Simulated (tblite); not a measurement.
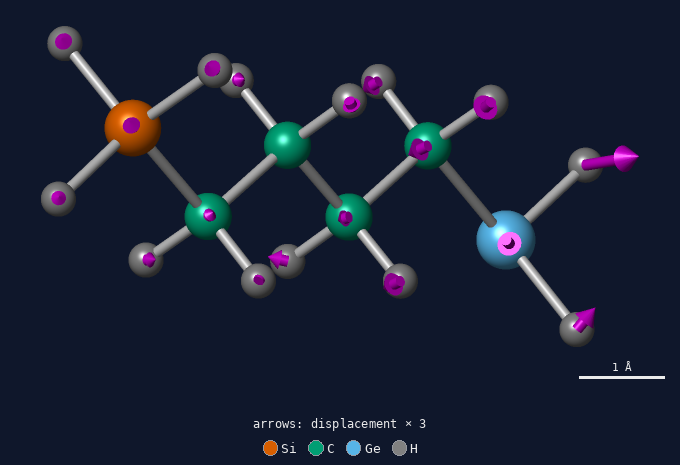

A relaxation of C4H13GeSi (multiplicity 2). The starting structure is drawn; purple arrows show the displacements, 3 times their true length. The two geometries are superimposed by the best rigid fit.

A ball-and-stick model, seen from a free direction.

Method: tblite, GFN2-xTB geometry optimisation, gas phase. 

Atoms of which element are displaced furthest, and by how much?

Hydrogen: up to 0.31 Å, against 0.13 Å for germanium.

Describe the change and its energy.

After 61 geometry steps the energy has fallen by 5.65 kcal/mol. An H atom moves most after the best rigid fit: 0.31 Å. By element the largest moves are H 0.31 Å, Ge 0.13 Å, C 0.12 Å, Si 0.07 Å. Near-neighbour distances that change, for instance: C–Ge 1.946 → 2.032 Å, C–Si 1.859 → 1.902 Å, C–H 1.116 → 1.093 Å, H–Si 1.478 → 1.464 Å. Bond angles that change, for instance: H–Ge–H 109.3° → 98.6°, C–Ge–H 109.2° → 104.3°, Ge–C–H 108.9° → 104.1°. Cost: 0.38 s on 1 thread of Arm Neoverse V2 (shared host).
